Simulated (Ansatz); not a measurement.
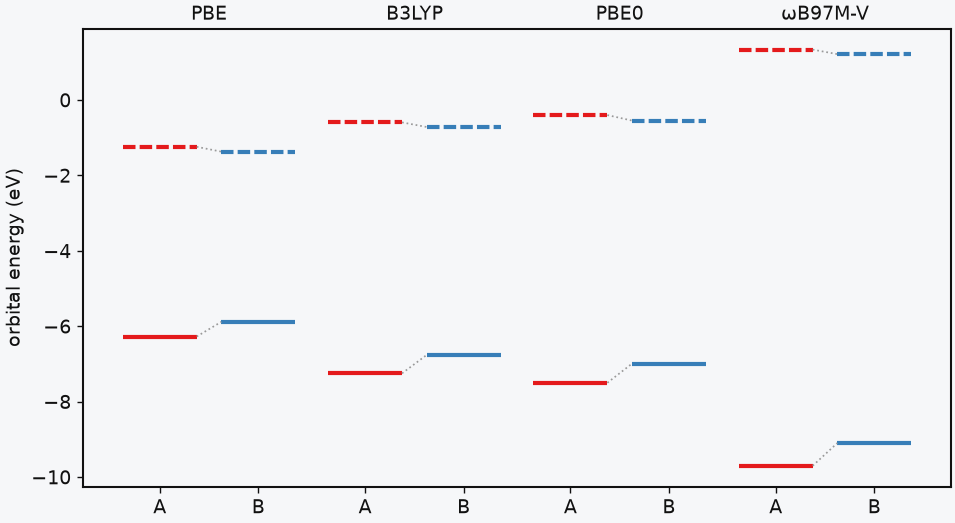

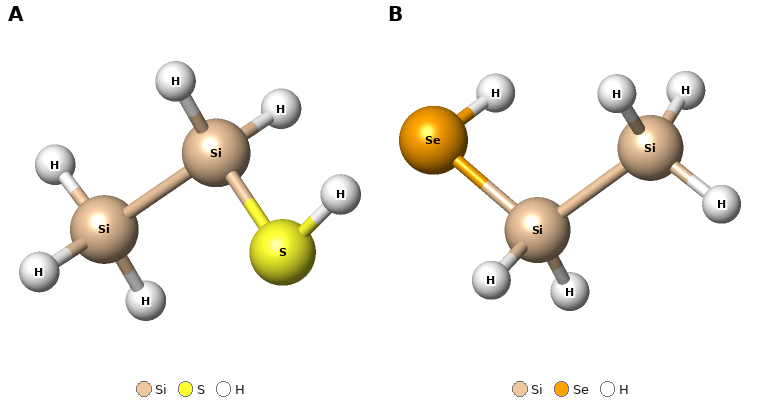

One change: A, Si₂H₆S (SMILES [SiH3][SiH2]S), becomes B, Si₂H₆Se (SMILES [SiH3][SiH2][SeH]). SH on Si is replaced by SeH. HOMO (solid) and LUMO (dashed) computed in def2-TZVPP at PBE0-D4/def2-TZVP geometries, both minima by their frequencies, gas phase, the Ansatz code. Empty levels above zero depend strongly on the basis.

Q: What does the change do to HOMO and LUMO?

A: PBE: the HOMO rises by 0.39 eV, the LUMO falls by 0.13 eV, and the separation goes from 5.03 to 4.51 eV. B3LYP: the HOMO rises by 0.49 eV, the LUMO falls by 0.12 eV, and the separation goes from 6.66 to 6.05 eV. PBE0: the HOMO rises by 0.51 eV, the LUMO falls by 0.15 eV, and the separation goes from 7.10 to 6.45 eV. ωB97M-V: the HOMO rises by 0.60 eV, the LUMO falls by 0.12 eV, and the separation goes from 11.04 to 10.32 eV.

Q: Do the functionals agree on the effect?

A: They agree on the direction for both levels; the HOMO shift lies between 0.39 and 0.60 eV and the LUMO shift between −0.15 and −0.12 eV, while the separations themselves differ by up to 6.0 eV between functionals.
